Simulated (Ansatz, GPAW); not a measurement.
# Au3IO (model structure): optical spectrum from first principles, part 3 of 3

Wanted: where Au3IO (model structure) starts to absorb, how strongly, and its refractive index. The structure is a model built here, which may or may not match a known phase. It was built so: All Ag replaced by Au and S replaced by O in the R3 structure of Ag3SI. The cell is first relaxed with Ansatz.

GPAW 26.7.0; DFT, PBE, plane-wave PAW (GPAW data sets), scalar-relativistic, RPA, optical limit.

So far. Step 3 (Ground state): There is a gap, 1.36 eV on this mesh (points off the mesh can give less), so no carriers' term is needed.

## (5) Dielectric function, RPA (continued)

The reflectivity at normal incidence has structure finer than the step of the table below, so its rows give means over 1 eV, whole bins alone (the curve runs from 0 to 13.7 eV). Peaks (eV: height): E ∥ x 3.1: 41.4, 3.9: 40.6, 4.8: 40.2, 5.2: 39.8, 6.4: 36.4, 8.2: 39.0, 9.3: 34.6; E ∥ z 1.8: 28.7, 2.3: 35.5, 3.2: 41.4, 3.6: 42.9, 4.5: 37.6, 5.2: 38.7, 6.5: 26.4.

Sum at mesh points, not converged in k. Reflectivity at normal incidence against photon energy; means over each step:

| photon energy (eV) | E ∥ x (%) | E ∥ z (%) |
| --- | --- | --- |
| 1 | 24.4 | 22.1 |
| 2 | 29.2 | 28.5 |
| 3 | 34.1 | 33.0 |
| 4 | 36.1 | 32.1 |
| 5 | 37.3 | 34.7 |
| 6 | 31.1 | 21.9 |
| 7 | 28.4 | 19.9 |
| 8 | 33.9 | 13.4 |
| 9 | 30.9 | 10.6 |
| 10 | 24.1 | 14.1 |
| 11 | 17.8 | 11.3 |
| 12 | 15.7 | 10.9 |
| 13 | 14.6 | 12.1 |

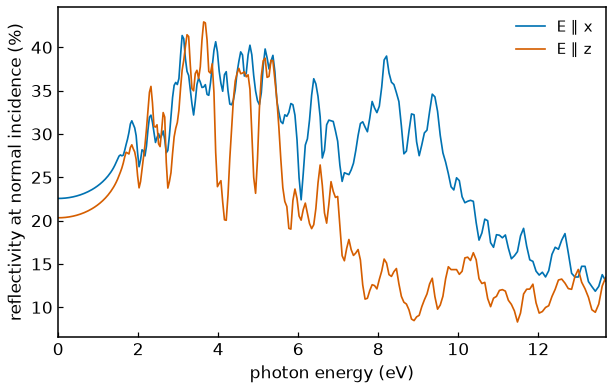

Reflectivity at normal incidence, plotted against photon energy.

The Im ε, E ∥ x has structure finer than the step of the table below, so its rows give means over 1 eV, whole bins alone (the curve runs from 0 to 13.7 eV). Peaks (eV: height): without local fields 1.9: 5.19, 2.4: 6.07, 3.1: 14.7, 3.9: 12.6, 4.5: 10.7, 6.3: 6.55; with local fields 1.9: 4.60, 2.4: 5.42, 3.1: 13.0, 3.9: 11.7, 4.5: 9.70, 6.3: 5.66.

Sum at mesh points, not converged in k; values under the direct gap are tails of Lorentzian lines. Im ε, E ∥ x against photon energy; means over each step:

| photon energy (eV) | without local fields | with local fields |
| --- | --- | --- |
| 1 | 0.132 | 0.116 |
| 2 | 3.34 | 2.94 |
| 3 | 8.48 | 7.56 |
| 4 | 10.4 | 9.48 |
| 5 | 8.15 | 7.29 |
| 6 | 5.59 | 4.83 |
| 7 | 4.54 | 3.84 |
| 8 | 3.85 | 3.41 |
| 9 | 2.37 | 2.18 |
| 10 | 1.65 | 1.50 |
| 11 | 1.54 | 1.40 |
| 12 | 1.45 | 1.32 |
| 13 | 1.23 | 1.16 |

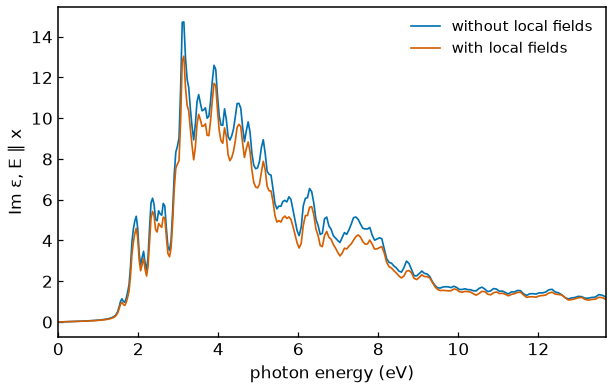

Im ε, E ∥ x, plotted against photon energy.

The loss function −Im 1/ε at q → 0 has structure finer than the step of the table below, so its rows give means over 0.5 eV, whole bins alone (the curve runs from 0 to 13.7 eV). Peaks (eV: height): E ∥ x 11.71: 0.826, 12.75: 0.927; E ∥ z 7.04: 0.522, 7.61: 0.566, 8.52: 0.553, 9.42: 0.472, 10.74: 0.602, 11.94: 0.605, 13.25: 0.670.

Sum at mesh points, not converged in k; values under the direct gap are tails of Lorentzian lines. Loss function −Im 1/ε at q → 0 against energy loss; means over each step:

| energy loss (eV) | E ∥ x | E ∥ z |
| --- | --- | --- |
| 0.5 | 4.7e-4 | 5.6e-4 |
| 1.0 | 0.00114 | 0.00132 |
| 1.5 | 0.00538 | 0.00566 |
| 2.0 | 0.0266 | 0.0252 |
| 2.5 | 0.0383 | 0.0573 |
| 3.0 | 0.0400 | 0.0485 |
| 3.5 | 0.0739 | 0.0912 |
| 4.0 | 0.0908 | 0.174 |
| 4.5 | 0.109 | 0.126 |
| 5.0 | 0.138 | 0.187 |
| 5.5 | 0.184 | 0.303 |
| 6.0 | 0.218 | 0.332 |
| 6.5 | 0.218 | 0.339 |
| 7.0 | 0.272 | 0.438 |
| 7.5 | 0.249 | 0.499 |
| 8.0 | 0.256 | 0.433 |
| 8.5 | 0.359 | 0.509 |
| 9.0 | 0.402 | 0.422 |
| 9.5 | 0.506 | 0.399 |
| 10.0 | 0.629 | 0.426 |
| 10.5 | 0.696 | 0.544 |
| 11.0 | 0.719 | 0.541 |
| 11.5 | 0.736 | 0.520 |
| 12.0 | 0.770 | 0.538 |
| 12.5 | 0.755 | 0.514 |
| 13.0 | 0.864 | 0.603 |

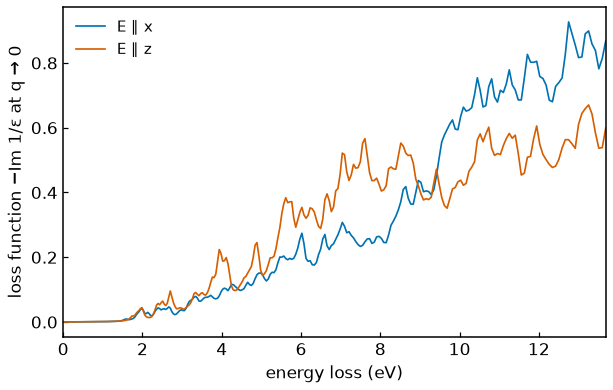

Loss function −Im 1/ε at q → 0, plotted against energy loss.

Optical constants at common wavelengths, from n + ik = √ε:

| wavelength (nm) | n x | k x | R (%) x | 1/α x | n z | k z | R (%) z | 1/α z |
| --- | --- | --- | --- | --- | --- | --- | --- | --- |
| 1064 | 2.98 | 0.019 | 24.7 | 4.4 µm | 2.81 | 0.018 | 22.5 | 4.6 µm |
| 800 | 3.20 | 0.131 | 27.6 | 487 nm | 3.04 | 0.065 | 25.5 | 982 nm |
| 633 | 3.19 | 0.702 | 29.2 | 72 nm | 2.99 | 0.609 | 26.5 | 83 nm |
| 405 | 3.89 | 1.301 | 39.2 | 25 nm | 3.57 | 1.104 | 35.4 | 29 nm |
| 365 | 2.97 | 1.368 | 32.6 | 21 nm | 2.77 | 1.726 | 35.6 | 17 nm |
| 308 | 2.43 | 1.926 | 37.2 | 13 nm | 1.83 | 1.289 | 24.3 | 19 nm |
| 248 | 1.91 | 1.745 | 33.7 | 11 nm | 1.98 | 1.521 | 29.3 | 13 nm |

Below the direct gap, k and the depth come from the tails of the Lorentzian lines, not from transitions.

Rows near the edge hang on the gap, which this functional as a rule makes too small, and phonon-assisted absorption is left out.

## (6) Summary of results

| Quantity | Value |
| --- | --- |
| electronic dielectric constant ε∞, mean over x, y and z (by symmetry where fewer were run) (RPA) | 7.59 |

What this shows: At this level (PBE, RPA) Au3IO has a mean ε∞ = 7.59 and n = 2.88 at 1550 nm (E ∥ x). The cell grew by 36.5 % in volume. On the mesh the gap is 1.30 eV and the least direct gap 1.36 eV, so on this mesh the band edges lie at different points. Local fields change the static value along x from 8.65 to 7.89 (-9 %). The static values by axis are 7.89 (x), 6.98 (z). Excitons and phonon-assisted transitions are missing; PBE gaps are as a rule too small, which pulls the onset down and ε∞ up. Spin-orbit coupling is left out although heavy atoms are present. The curves end at 14 eV, about where the summed bands run out. The cell grew by 37 % in the relaxation, which can come from the guessed start or, where layers or molecules are weakly bound, from the missing dispersion term; a larger cell lowers ε. In this version of GPAW the matrix elements of the optical limit are incomplete, which can lower ε − 1 by up to a tenth where first-row anions or d states rule, and shift it by more in d metals. The sum runs over mesh points 0.21 Å⁻¹ apart with no interpolation, so peaks are partly noise of the mesh and static values carry its error. Besides steps told in other documents, this task had 1 run with a known fault of program or setting; those not told in a step above aren't shown.

[Hosts, paths, dates, database ids (printed as entryN), source tags and the programs' standing remarks are cut or masked in the printed files.]
